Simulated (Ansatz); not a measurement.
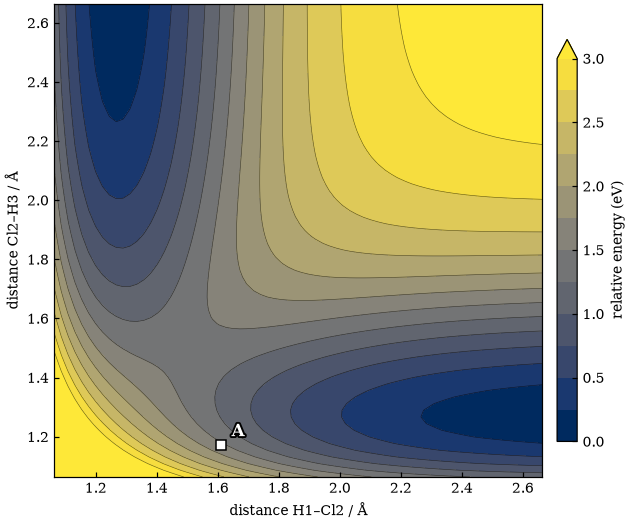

The system H + ClH, spin multiplicity 2. The first coordinate is: distance H1–Cl2; the second: distance Cl2–H3. Nothing is relaxed (the angle H1–Cl2–H3 is fixed at 160 degrees). Grid: 17 × 17 points; 153 points were computed and 136 follow by symmetry. Points are written as (first, second). Energies are in eV, from H far from the relaxed ClH (each part in its own basis). In part of the range the unrestricted reference is strongly spin-contaminated. All numbers below come from UHF/aug-cc-pVTZ (Ansatz).

The picture shows filled contours, one colour for all values above the top of the scale, the point A. Between grid points the surface is interpolated.

> Is A at rest? If not, where is it pushed?

A, at (1.610 Å, 1.171 Å), is not a stationary point. The computed force is 3 eV for each Å towards larger values of distance H1–Cl2 and 5.5 eV for each Å towards larger values of distance Cl2–H3.
